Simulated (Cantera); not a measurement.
Input: 1 mol B2O3, 0.44 mol H2O, 13 mol N2, at 130 Pa.

Cantera equilibrium calculation (NASA polynomials, part measured and part estimated; ideal gas, pure solids and liquids). Candidate condensed phases: B, BN, B2O3, B3O3H3, H2O; 39 gas species. Kinetics and transport are ignored.

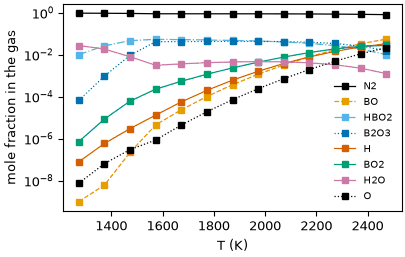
Figure: Equilibrium gas composition (values under 1e-9 drawn at 1e-9)

From 1273 K to 1473 K the condensed part is B2O3(l). From 1573 K to 2473 K nothing is condensed. The main B-bearing gas is HBO2 at 1273 K and BO at 2473 K.
